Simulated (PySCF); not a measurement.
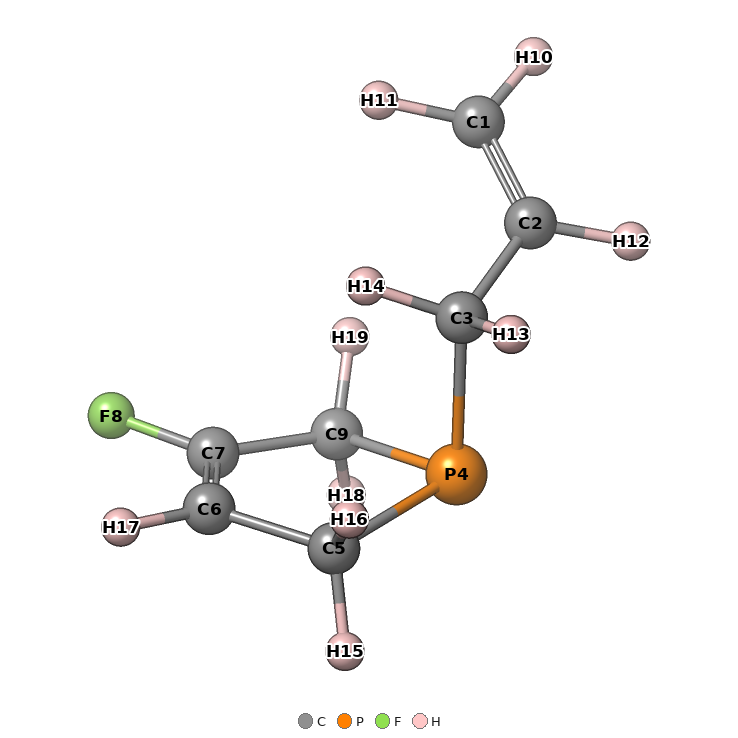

Depth is shown by fading: the farther an atom, the more it takes the colour of the background. Computed geometry: PBE0-D3(BJ)/def2-SVP optimisation. No frequency run is at hand to confirm it as a minimum.

> How is the 5-membered ring P4–C5–C6–C7–C9 puckered?

It is an envelope, with P4 as the flap. The Cremer–Pople amplitude Q is 0.18 Å.

> Give the torsion angles round the ring, beginning with the bond from its second to its third atom.

11°, −1°, −10°, 13°, −14°.
